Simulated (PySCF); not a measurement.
# C3H4AlNO: NMR shifts at several levels of theory

How much do the NMR shifts of C3H4AlNO (`C1#[N+][AlH2-][O]C=C1`) depend on the level of theory, and what does each level cost?

The runs use PySCF 2.14.0, with density-fitted response routines of our own; the level of theory stands in each step. All values are computed, except where a source is named. Atoms are numbered from 0 throughout.

## Step 1: The molecule as given

10 atoms, charge 0, multiplicity 1; geometry from: PBE0-D3(BJ)/def2-SVP.

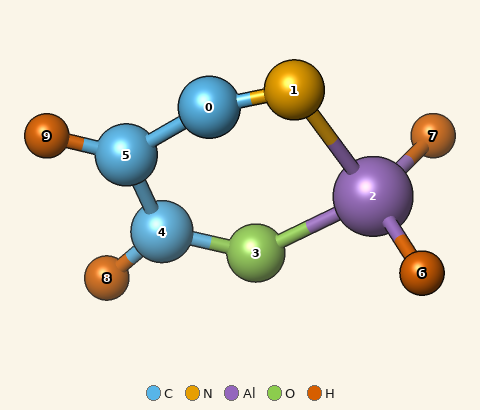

As it starts; carbon blue, nitrogen amber, aluminium purple, oxygen green, hydrogen orange, atoms numbered.

## Step 2: NMR shieldings: HF/pcSseg-2

Job settings and geometry (Å):

```
{"job": {"kind": "nmr", "xc": "HF", "basis": "pcSseg-2", "pop": false}, "charge": 0, "multiplicity": 1}
C     -0.179552     2.626593    -0.656657
N      0.338588     1.577876    -0.573427
Al    -1.230021     0.255638    -0.839835
O     -2.498111     1.605755    -1.058083
C     -2.388689     2.880005    -1.031663
C     -1.198353     3.561298    -0.825086
H     -1.451099    -0.468395     0.550214
H     -0.979791    -0.473330    -2.222110
H     -3.312809     3.458782    -1.185024
H     -1.091156     4.641525    -0.800119
```

Method: GIAO HF/pcSseg-2 NMR shielding, non-relativistic, gas phase.

Command:

```sh
> OMP_NUM_THREADS=1 python probes_run.py task.json out
```

The driver reads the jobs from task.json and runs them one after another.

Standard output:

```text
final grid: 89208 points
cycle   1  E = -487.1330436968  dE =  1.210e+00  |g| = 7.526e-01  |ddm| = 2.453e+00
cycle   2  E = -487.2150752871  dE = -8.203e-02  |g| = 5.779e-01  |ddm| = 6.928e-01
cycle   3  E = -487.2797053777  dE = -6.463e-02  |g| = 9.478e-02  |ddm| = 3.554e-01
cycle   4  E = -487.2825011534  dE = -2.796e-03  |g| = 3.838e-02  |ddm| = 1.116e-01
cycle   5  E = -487.2828780316  dE = -3.769e-04  |g| = 9.481e-03  |ddm| = 3.744e-02
cycle   6  E = -487.2829157869  dE = -3.776e-05  |g| = 4.068e-03  |ddm| = 1.333e-02
cycle   7  E = -487.2829249570  dE = -9.170e-06  |g| = 1.415e-03  |ddm| = 6.630e-03
cycle   8  E = -487.2829263176  dE = -1.361e-06  |g| = 4.540e-04  |ddm| = 2.636e-03
cycle   9  E = -487.2829265712  dE = -2.535e-07  |g| = 2.583e-04  |ddm| = 8.720e-04
cycle  10  E = -487.2829266406  dE = -6.941e-08  |g| = 1.059e-04  |ddm| = 4.943e-04
cycle  11  E = -487.2829266584  dE = -1.785e-08  |g| = 4.040e-05  |ddm| = 2.750e-04
cycle  12  E = -487.2829266606  dE = -2.154e-09  |g| = 1.384e-05  |ddm| = 9.834e-05
cycle  13  E = -487.2829266608  dE = -2.218e-10  |g| = 5.841e-06  |ddm| = 2.622e-05
converged SCF energy = -487.2829266608

GIAO shielding tensors (ppm)
atom      isotropic    diamagn.    paramagn.     s11        s22        s33       span
  0 C       32.792     278.173    -245.381   -100.525    -82.935    281.837    382.361
  1 N      -20.868     334.765    -355.632   -158.599   -101.796    197.792    356.391
  2 Al     466.767     792.369    -325.602    423.209    428.089    549.004    125.795
  3 O      113.740     400.157    -286.418    -20.422     20.210    341.430    361.852
  4 C      -10.603     241.066    -251.669   -155.703      1.989    121.907    277.610
  5 C      133.606     260.965    -127.359     69.612    155.053    176.154    106.542
  6 H       27.372      31.271      -3.899     24.787     25.172     32.156      7.369
  7 H       27.369      29.978      -2.610     24.790     25.165     32.152      7.362
  8 H       23.225      23.592      -0.367     21.335     21.952     26.388      5.054
  9 H       27.470      28.720      -1.250     24.411     26.944     31.055      6.644
```

Run time: 22 s. Hardware: 1 thread of Arm Neoverse V1, shared host; peak memory 1 GiB.

Shifts follow as δ = σ(reference) − σ, with reference shieldings (ppm) from runs at the same level and on the same kind of geometry: 1H TMS 31.68, 13C TMS 191.5, 15N NH3 260.7, 17O H2O 326.3, 27Al AlH4- 511.7. The references are single molecules in the gas phase, so shifts against H2O, NH3, PH3, H3PO4 or CFCl3 are not on the usual liquid scales and can be off by tens of ppm. Shifts against hydride references such as AlH4− lie on their own scale. Atoms listed in one row are averaged.

```csv
atoms,environment,σ (ppm),δ (ppm)
C4,alkene carbon bearing oxygen,-10.6,202.1
C0,nitrilium-type carbon,32.8,158.7
C5,β carbon of an enol-ether or enamine type C=C,133.6,57.9
H8,hydrogen on an alkene carbon bearing oxygen,23.22,8.46
"H6, H7","hydrogen on an aluminium bonded to N, O, in a 6-membered ring",27.37,4.31
H9,hydrogen on a β carbon of an enol-ether or enamine type C=C,27.47,4.21
N1,donor nitrogen of a Lewis adduct,-20.9,281.6
Al2,"aluminium bonded to N, O, 2 H, in a 6-membered ring",466.8,44.9
O3,"oxygen bonded to C, Al, in a 6-membered ring",113.7,212.6
```

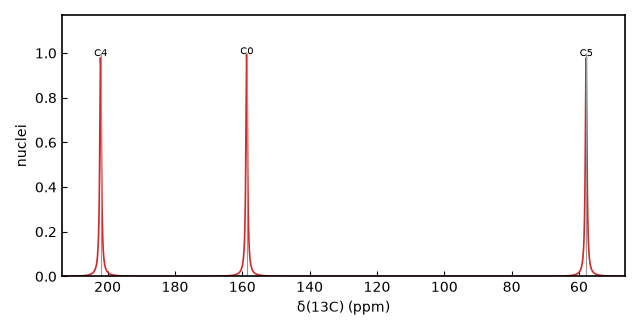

13C lines at the computed shifts, without couplings. Lines are broadened to a width of 0.58 ppm (Lorentzian).

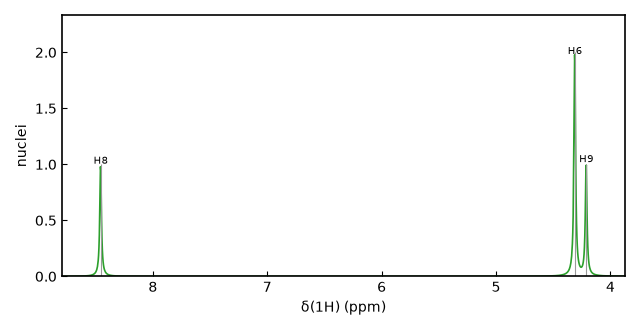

1H lines at the computed shifts, without couplings. Lines are broadened to a width of 0.02 ppm (Lorentzian).

Ring of atoms C0, N1, Al2, O3, C4, C5: NICS(0) -3.5, NICS(1) -0.6, NICS(1)zz -0.5 ppm (means of both faces).

## Step 3: NMR shieldings: LDA/pcSseg-2

Settings changed since step 2:

```diff
@@ -1,2 +1,2 @@
-{"job": {"kind": "nmr", "xc": "HF", "basis": "pcSseg-2", "pop": false}, "charge": 0, "multiplicity": 1}
+{"job": {"kind": "nmr", "xc": "LDA", "basis": "pcSseg-2", "pop": false}, "charge": 0, "multiplicity": 1}
 C     -0.179552     2.626593    -0.656657
```

Method: GIAO LDA/pcSseg-2 NMR shielding, non-relativistic, gas phase.

Standard output:

```text
coarse grid: 9512 points
cycle   1  E = -486.0351947908  dE =  7.414e-01  |g| = 8.521e-01  |ddm| = 2.766e+00
cycle   2  E = -484.8685739960  dE =  1.167e+00  |g| = 2.445e+00  |ddm| = 3.351e+00
cycle   3  E = -486.1168942343  dE = -1.248e+00  |g| = 4.486e-01  |ddm| = 3.061e+00
cycle   4  E = -486.1589460596  dE = -4.205e-02  |g| = 2.268e-01  |ddm| = 4.868e-01
cycle   5  E = -486.1693285485  dE = -1.038e-02  |g| = 1.191e-01  |ddm| = 2.050e-01
cycle   6  E = -486.1719831158  dE = -2.655e-03  |g| = 6.217e-02  |ddm| = 9.859e-02
cycle   7  E = -486.1728027743  dE = -8.197e-04  |g| = 1.543e-02  |ddm| = 3.525e-02
cycle   8  E = -486.1728562887  dE = -5.351e-05  |g| = 4.333e-03  |ddm| = 1.217e-02
cycle   9  E = -486.1728599555  dE = -3.667e-06  |g| = 1.312e-03  |ddm| = 3.246e-03
final grid: 89208 points
cycle  10  E = -486.1704174865  dE = -5.112e-05  |g| = 3.942e-03  |ddm| = 3.678e-02
cycle  11  E = -486.1704097097  dE =  7.777e-06  |g| = 7.140e-03  |ddm| = 8.224e-03
cycle  12  E = -486.1704198155  dE = -1.011e-05  |g| = 2.336e-03  |ddm| = 4.959e-03
cycle  13  E = -486.1704209079  dE = -1.092e-06  |g| = 7.396e-04  |ddm| = 1.595e-03
cycle  14  E = -486.1704210083  dE = -1.004e-07  |g| = 2.817e-04  |ddm| = 5.020e-04
cycle  15  E = -486.1704210271  dE = -1.884e-08  |g| = 3.153e-05  |ddm| = 1.737e-04
cycle  16  E = -486.1704210271  dE =  2.080e-11  |g| = 2.960e-05  |ddm| = 3.938e-05
converged SCF energy = -486.1704210271

GIAO shielding tensors (ppm)
atom      isotropic    diamagn.    paramagn.     s11        s22        s33       span
  0 C       15.493     275.507    -260.014   -100.233    -76.885    223.598    323.831
  1 N      -35.395     331.318    -366.713   -178.605   -102.375    174.794    353.399
  2 Al     365.076     795.413    -430.337    314.474    339.776    440.979    126.505
  3 O       33.160     404.616    -371.456   -158.406    -30.777    288.663    447.069
  4 C      -18.161     244.295    -262.456   -139.810     -7.718     93.045    232.855
  5 C      116.727     263.027    -146.300     77.767    130.144    142.270     64.503
  6 H       25.476      29.852      -4.376     23.083     23.472     29.873      6.790
  7 H       25.471      28.722      -3.250     23.085     23.466     29.864      6.779
  8 H       22.242      25.151      -2.909     20.622     21.105     24.999      4.378
  9 H       26.691      29.070      -2.379     24.310     26.149     29.614      5.304
```

It took 40 s on 1 thread of Arm Neoverse V1, shared host; peak memory 0.87 GiB.

In short: δ C4 198.4, C0 164.8, C5 63.6, N1 302.1, H8 8.53, H6 5.30 ppm (means over like atoms).

## Step 4: NMR shieldings: PBE/pcSseg-2

Settings changed since step 3:

```diff
@@ -1,2 +1,2 @@
-{"job": {"kind": "nmr", "xc": "LDA", "basis": "pcSseg-2", "pop": false}, "charge": 0, "multiplicity": 1}
+{"job": {"kind": "nmr", "xc": "PBE", "basis": "pcSseg-2", "pop": false}, "charge": 0, "multiplicity": 1}
 C     -0.179552     2.626593    -0.656657
```

Method: GIAO PBE/pcSseg-2 NMR shielding, non-relativistic, gas phase.

Standard output:

```text
coarse grid: 9512 points
cycle   1  E = -488.6851215159  dE =  7.591e-01  |g| = 8.526e-01  |ddm| = 2.492e+00
cycle   2  E = -487.5701802769  dE =  1.115e+00  |g| = 2.399e+00  |ddm| = 3.161e+00
cycle   3  E = -488.7710868392  dE = -1.201e+00  |g| = 4.336e-01  |ddm| = 2.885e+00
cycle   4  E = -488.8116641125  dE = -4.058e-02  |g| = 2.117e-01  |ddm| = 4.650e-01
cycle   5  E = -488.8211652398  dE = -9.501e-03  |g| = 1.031e-01  |ddm| = 1.909e-01
cycle   6  E = -488.8231955730  dE = -2.030e-03  |g| = 5.444e-02  |ddm| = 8.991e-02
cycle   7  E = -488.8238381036  dE = -6.425e-04  |g| = 1.558e-02  |ddm| = 3.377e-02
cycle   8  E = -488.8238894440  dE = -5.134e-05  |g| = 4.147e-03  |ddm| = 1.077e-02
cycle   9  E = -488.8238928417  dE = -3.398e-06  |g| = 1.173e-03  |ddm| = 3.072e-03
final grid: 89208 points
cycle  10  E = -488.8313978153  dE = -6.665e-05  |g| = 1.303e-02  |ddm| = 4.559e-02
cycle  11  E = -488.8311977325  dE =  2.001e-04  |g| = 3.320e-02  |ddm| = 2.761e-02
cycle  12  E = -488.8314279697  dE = -2.302e-04  |g| = 5.294e-03  |ddm| = 2.266e-02
cycle  13  E = -488.8314347067  dE = -6.737e-06  |g| = 8.046e-04  |ddm| = 4.775e-03
cycle  14  E = -488.8314347961  dE = -8.936e-08  |g| = 4.541e-04  |ddm| = 6.902e-04
cycle  15  E = -488.8314348451  dE = -4.898e-08  |g| = 1.622e-04  |ddm| = 3.151e-04
cycle  16  E = -488.8314348498  dE = -4.738e-09  |g| = 6.615e-05  |ddm| = 1.179e-04
cycle  17  E = -488.8314348510  dE = -1.121e-09  |g| = 1.043e-05  |ddm| = 4.712e-05
cycle  18  E = -488.8314348510  dE = -2.115e-11  |g| = 4.167e-06  |ddm| = 9.603e-06
converged SCF energy = -488.8314348510

GIAO shielding tensors (ppm)
atom      isotropic    diamagn.    paramagn.     s11        s22        s33       span
  0 C       19.613     276.737    -257.124    -94.117    -72.077    225.033    319.149
  1 N      -26.364     333.066    -359.430   -166.960    -91.485    179.352    346.312
  2 Al     395.169     795.364    -400.196    352.290    367.765    465.450    113.160
  3 O       41.901     404.312    -362.411   -140.356    -24.849    290.907    431.263
  4 C      -12.502     245.622    -258.125   -130.580     -1.168     94.240    224.820
  5 C      118.865     263.300    -144.435     81.590    130.700    144.306     62.717
  6 H       26.215      30.848      -4.633     23.803     24.184     30.659      6.856
  7 H       26.211      29.587      -3.376     23.805     24.178     30.651      6.846
  8 H       22.662      24.368      -1.706     21.128     21.571     25.287      4.159
  9 H       27.158      28.267      -1.109     24.730     26.668     30.076      5.347
```

Run time: 52 s. Hardware: 1 thread of Arm Neoverse V1, shared host; peak memory 0.83 GiB.

This run: δ C4 191.9, C0 159.8, C5 60.5, N1 287.4, H8 8.52, H6 4.96 ppm (means over like atoms).

## Step 5: Shielding tensors: BLYP/pcSseg-2

Settings changed since step 4:

```diff
@@ -1,2 +1,2 @@
-{"job": {"kind": "nmr", "xc": "PBE", "basis": "pcSseg-2", "pop": false}, "charge": 0, "multiplicity": 1}
+{"job": {"kind": "nmr", "xc": "BLYP", "basis": "pcSseg-2", "pop": false}, "charge": 0, "multiplicity": 1}
 C     -0.179552     2.626593    -0.656657
```

With the program's defaults for keys left out, this is: GIAO BLYP/pcSseg-2 NMR shielding, non-relativistic, gas phase.

Standard output:

```text
coarse grid: 9512 points
cycle   1  E = -489.0286589229  dE =  7.666e-01  |g| = 9.321e-01  |ddm| = 2.487e+00
cycle   2  E = -487.6608120256  dE =  1.368e+00  |g| = 2.632e+00  |ddm| = 3.677e+00
cycle   3  E = -489.1241954675  dE = -1.463e+00  |g| = 4.865e-01  |ddm| = 3.422e+00
cycle   4  E = -489.1746179921  dE = -5.042e-02  |g| = 2.493e-01  |ddm| = 5.412e-01
cycle   5  E = -489.1873144554  dE = -1.270e-02  |g| = 1.283e-01  |ddm| = 2.271e-01
cycle   6  E = -489.1904100278  dE = -3.096e-03  |g| = 6.803e-02  |ddm| = 1.091e-01
cycle   7  E = -489.1913948176  dE = -9.848e-04  |g| = 1.757e-02  |ddm| = 4.014e-02
cycle   8  E = -489.1914626775  dE = -6.786e-05  |g| = 4.787e-03  |ddm| = 1.346e-02
cycle   9  E = -489.1914672242  dE = -4.547e-06  |g| = 1.425e-03  |ddm| = 3.694e-03
final grid: 89208 points
cycle  10  E = -489.2036698469  dE = -7.022e-05  |g| = 6.431e-03  |ddm| = 4.506e-02
cycle  11  E = -489.2036445387  dE =  2.531e-05  |g| = 1.167e-02  |ddm| = 1.417e-02
cycle  12  E = -489.2036759604  dE = -3.142e-05  |g| = 4.753e-03  |ddm| = 9.824e-03
cycle  13  E = -489.2036808265  dE = -4.866e-06  |g| = 4.578e-04  |ddm| = 3.434e-03
cycle  14  E = -489.2036807879  dE =  3.857e-08  |g| = 6.091e-04  |ddm| = 6.228e-04
cycle  15  E = -489.2036808764  dE = -8.845e-08  |g| = 7.413e-05  |ddm| = 3.735e-04
cycle  16  E = -489.2036808771  dE = -6.939e-10  |g| = 4.524e-05  |ddm| = 5.801e-05
cycle  17  E = -489.2036808775  dE = -4.870e-10  |g| = 6.300e-06  |ddm| = 2.947e-05
converged SCF energy = -489.2036808775

GIAO shielding tensors (ppm)
atom      isotropic    diamagn.    paramagn.     s11        s22        s33       span
  0 C       15.942     275.347    -259.405    -98.432    -77.722    223.980    322.413
  1 N      -29.671     331.693    -361.364   -169.963    -94.932    175.882    345.845
  2 Al     394.909     794.521    -399.613    352.772    365.576    466.378    113.607
  3 O       40.067     403.706    -363.639   -138.611    -28.750    287.561    426.171
  4 C      -17.508     242.695    -260.203   -137.778     -5.029     90.282    228.059
  5 C      115.715     261.284    -145.570     77.512    127.228    142.404     64.892
  6 H       26.558      30.807      -4.249     24.156     24.528     30.991      6.835
  7 H       26.554      29.662      -3.108     24.158     24.522     30.983      6.825
  8 H       22.878      25.221      -2.343     21.374     21.782     25.476      4.102
  9 H       27.396      28.823      -1.428     25.015     26.986     30.186      5.171
```

Wall time 50 s (1 thread of Arm Neoverse V1, shared host); peak memory 0.83 GiB.

Key values: δ C4 192.5, C0 159.1, C5 59.3, N1 287.2, H8 8.50, H6 4.82 ppm (means over like atoms).

## Step 6: Shielding tensors: BP86/pcSseg-2

Settings changed since step 5:

```diff
@@ -1,2 +1,2 @@
-{"job": {"kind": "nmr", "xc": "BLYP", "basis": "pcSseg-2", "pop": false}, "charge": 0, "multiplicity": 1}
+{"job": {"kind": "nmr", "xc": "BP86", "basis": "pcSseg-2", "pop": false}, "charge": 0, "multiplicity": 1}
 C     -0.179552     2.626593    -0.656657
```

Method: GIAO BP86/pcSseg-2 NMR shielding, non-relativistic, gas phase.

Standard output:

```text
coarse grid: 9512 points
cycle   1  E = -489.1296510477  dE =  7.621e-01  |g| = 8.658e-01  |ddm| = 2.478e+00
cycle   2  E = -487.9798535592  dE =  1.150e+00  |g| = 2.432e+00  |ddm| = 2.913e+00
cycle   3  E = -489.2194533431  dE = -1.240e+00  |g| = 4.326e-01  |ddm| = 2.646e+00
cycle   4  E = -489.2596849450  dE = -4.023e-02  |g| = 2.145e-01  |ddm| = 4.687e-01
cycle   5  E = -489.2696022561  dE = -9.917e-03  |g| = 1.022e-01  |ddm| = 1.935e-01
cycle   6  E = -489.2716005090  dE = -1.998e-03  |g| = 5.410e-02  |ddm| = 8.891e-02
cycle   7  E = -489.2722367000  dE = -6.362e-04  |g| = 1.562e-02  |ddm| = 3.359e-02
cycle   8  E = -489.2722881945  dE = -5.149e-05  |g| = 4.183e-03  |ddm| = 1.083e-02
cycle   9  E = -489.2722916748  dE = -3.480e-06  |g| = 1.178e-03  |ddm| = 3.135e-03
final grid: 89208 points
cycle  10  E = -489.2812487291  dE = -7.006e-05  |g| = 5.628e-03  |ddm| = 4.420e-02
cycle  11  E = -489.2812177740  dE =  3.096e-05  |g| = 1.286e-02  |ddm| = 1.156e-02
cycle  12  E = -489.2812538140  dE = -3.604e-05  |g| = 2.954e-03  |ddm| = 9.305e-03
cycle  13  E = -489.2812557607  dE = -1.947e-06  |g| = 4.965e-04  |ddm| = 2.593e-03
cycle  14  E = -489.2812557757  dE = -1.505e-08  |g| = 4.127e-04  |ddm| = 4.143e-04
cycle  15  E = -489.2812558107  dE = -3.495e-08  |g| = 1.023e-04  |ddm| = 2.376e-04
cycle  16  E = -489.2812558126  dE = -1.857e-09  |g| = 4.264e-05  |ddm| = 7.942e-05
cycle  17  E = -489.2812558130  dE = -4.718e-10  |g| = 7.765e-06  |ddm| = 3.200e-05
converged SCF energy = -489.2812558130

GIAO shielding tensors (ppm)
atom      isotropic    diamagn.    paramagn.     s11        s22        s33       span
  0 C       19.929     276.314    -256.385    -93.674    -71.840    225.302    318.976
  1 N      -25.334     330.827    -356.161   -165.863    -90.145    180.007    345.870
  2 Al     396.271     795.124    -398.854    353.786    368.526    466.499    112.713
  3 O       44.555     402.610    -358.055   -135.388    -23.024    292.075    427.463
  4 C      -12.396     244.749    -257.146   -130.574     -0.819     94.205    224.779
  5 C      118.659     262.298    -143.639     81.271    130.483    144.224     62.953
  6 H       26.290      30.758      -4.467     23.878     24.256     30.736      6.858
  7 H       26.286      29.540      -3.254     23.881     24.251     30.728      6.848
  8 H       22.734      24.495      -1.761     21.209     21.658     25.336      4.126
  9 H       27.222      28.430      -1.208     24.771     26.740     30.154      5.383
```

Run time: 50 s. Hardware: 1 thread of Arm Neoverse V1, shared host; peak memory 0.83 GiB.

This run: δ C4 191.6, C0 159.2, C5 60.5, N1 284.6, H8 8.50, H6 4.95 ppm (means over like atoms).

## Step 7: Nuclear shieldings: OPBE/pcSseg-2

Settings changed since step 6:

```diff
@@ -1,2 +1,2 @@
-{"job": {"kind": "nmr", "xc": "BP86", "basis": "pcSseg-2", "pop": false}, "charge": 0, "multiplicity": 1}
+{"job": {"kind": "nmr", "xc": "OPBE", "basis": "pcSseg-2", "pop": false}, "charge": 0, "multiplicity": 1}
 C     -0.179552     2.626593    -0.656657
```

With the program's defaults for keys left out, this is: GIAO OPBE/pcSseg-2 NMR shielding, non-relativistic, gas phase.

Standard output:

```text
coarse grid: 9512 points
cycle   1  E = -488.9530381047  dE =  7.430e-01  |g| = 7.889e-01  |ddm| = 2.524e+00
cycle   2  E = -488.0390243726  dE =  9.140e-01  |g| = 2.172e+00  |ddm| = 2.715e+00
cycle   3  E = -489.0382608851  dE = -9.992e-01  |g| = 3.651e-01  |ddm| = 2.433e+00
cycle   4  E = -489.0671819900  dE = -2.892e-02  |g| = 1.811e-01  |ddm| = 3.877e-01
cycle   5  E = -489.0748022864  dE = -7.620e-03  |g| = 7.413e-02  |ddm| = 1.534e-01
cycle   6  E = -489.0759576942  dE = -1.155e-03  |g| = 3.311e-02  |ddm| = 6.522e-02
cycle   7  E = -489.0761975843  dE = -2.399e-04  |g| = 1.506e-02  |ddm| = 2.675e-02
cycle   8  E = -489.0762438900  dE = -4.631e-05  |g| = 3.727e-03  |ddm| = 8.718e-03
cycle   9  E = -489.0762466917  dE = -2.802e-06  |g| = 1.015e-03  |ddm| = 2.702e-03
final grid: 89208 points
cycle  10  E = -489.0754421921  dE = -1.914e-04  |g| = 2.249e-02  |ddm| = 8.619e-02
cycle  11  E = -489.0749373020  dE =  5.049e-04  |g| = 5.413e-02  |ddm| = 4.080e-02
cycle  12  E = -489.0755127919  dE = -5.755e-04  |g| = 7.887e-03  |ddm| = 3.540e-02
cycle  13  E = -489.0755255768  dE = -1.278e-05  |g| = 3.025e-03  |ddm| = 7.009e-03
cycle  14  E = -489.0755275427  dE = -1.966e-06  |g| = 8.445e-04  |ddm| = 1.710e-03
cycle  15  E = -489.0755276675  dE = -1.247e-07  |g| = 3.682e-04  |ddm| = 6.115e-04
cycle  16  E = -489.0755276989  dE = -3.141e-08  |g| = 1.167e-04  |ddm| = 3.143e-04
cycle  17  E = -489.0755277027  dE = -3.814e-09  |g| = 2.439e-05  |ddm| = 1.013e-04
cycle  18  E = -489.0755277028  dE = -1.436e-10  |g| = 5.698e-06  |ddm| = 2.109e-05
converged SCF energy = -489.0755277028

GIAO shielding tensors (ppm)
atom      isotropic    diamagn.    paramagn.     s11        s22        s33       span
  0 C       28.605     280.504    -251.899    -82.374    -59.700    227.888    310.261
  1 N      -12.577     338.888    -351.465   -150.004    -76.379    188.653    338.657
  2 Al     425.027     796.830    -371.802    387.138    396.350    491.594    104.456
  3 O       56.957     405.665    -348.708   -120.545    -10.391    301.808    422.354
  4 C       -0.586     250.718    -251.303   -112.837      9.914    101.166    214.003
  5 C      124.562     266.343    -141.781     89.252    136.553    147.882     58.630
  6 H       26.462      31.978      -5.516     24.034     24.420     30.930      6.896
  7 H       26.458      30.339      -3.881     24.036     24.415     30.923      6.887
  8 H       22.685      22.573       0.112     21.121     21.665     25.271      4.149
  9 H       27.117      27.314      -0.196     24.599     26.588     30.165      5.565
```

Run time: 52 s. Hardware: 1 thread of Arm Neoverse V1, shared host; peak memory 0.83 GiB.

Key values: δ C4 185.0, C0 155.8, C5 59.9, N1 275.4, H8 8.51, H6 4.74 ppm (means over like atoms).

[end of part 1 of 2]
